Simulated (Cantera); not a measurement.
Feed: 1 mol HgO, 0.72 mol H2, held at 0.0870 bar.

Equilibrium computed with Cantera from the NASA thermochemical tables; the gas is ideal and each condensed phase is pure. Candidate condensed phases: H2O, Hg, HgO; 10 gas species. Equilibrium is a limit: real reactors are often held back by kinetics, nucleation or transport.

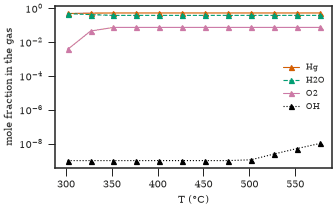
Figure: Equilibrium gas composition (values under 1e-9 drawn at 1e-9)

Question: Read off the mole fractions at 427 °C.

Answer: Hg about 0.54, H2O about 0.39, O2 about 0.075.
